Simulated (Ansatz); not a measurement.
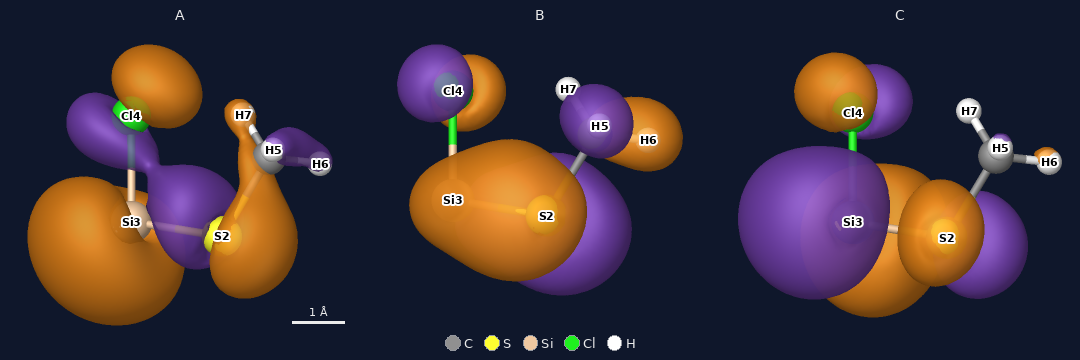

Figure 1: CH$_{3}$ClSSi (SMILES CS[Si]Cl). Three frontier orbitals at ±0.08 Å⁻³ᐟ² (orange and purple are the two phases), in no order.

Geometry: PBE0-D4/def2-TZVP.

Method: RKS PBE0-D4/def2-TZVPP (Ansatz).

```yaml
atoms:
  - { symbol: C, position_ang: [-0.2480, 0.7985, -0.4549] }
  - { symbol: S, position_ang: [0.4344, -0.7410, -1.1166] }
  - { symbol: Si, position_ang: [0.8087, -2.1968, 0.3818] }
  - { symbol: Cl, position_ang: [0.2137, -1.2461, 2.1536] }
  - { symbol: H, position_ang: [0.4264, 1.6116, -0.7201] }
  - { symbol: H, position_ang: [-1.2204, 0.9667, -0.9160] }
  - { symbol: H, position_ang: [-0.3535, 0.7390, 0.6266] }
```

Question: Order the three orbitals by energy and name them.

Answer: B is the HOMO−1 (−7.78 eV). By Hirshfeld shares it lies mainly on S2 (about 65 %), Si3 (about 15 %), C1 (about 5 %) and Cl4 (about 5 %); largely a lone pair of S2. A is the HOMO (−7.13 eV). By Hirshfeld shares it lies mainly on Si3 (about 60 %), S2 (about 20 %) and Cl4 (about 15 %). C is the LUMO (−2.24 eV). Its weight (Hirshfeld) is mainly on Si3 (about 70 %), S2 (about 15 %) and Cl4 (about 10 %).

Question: What is the HOMO–LUMO gap?

Answer: 4.89 eV between the orbital energies.
